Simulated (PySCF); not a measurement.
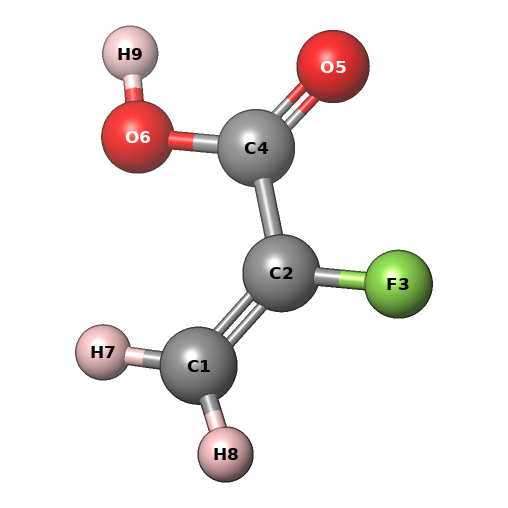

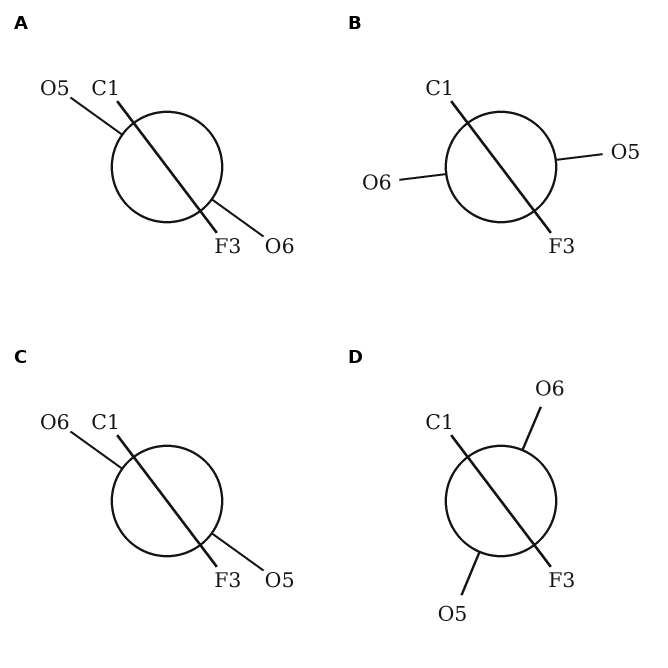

Depth is shown by fading: the farther an atom, the more it takes the colour of the background. Bonds that would overlap in a projection are set slightly apart. Computed geometry: PBE0-D3(BJ)/def2-SVP optimisation. No frequency run is at hand to confirm it as a minimum.

Q: Which Newman projection shows the view along C2–C4, with C2 in front?

A: C. The torsion angle F3–C2–C4–O6 is 180°, antiperiplanar (anti).
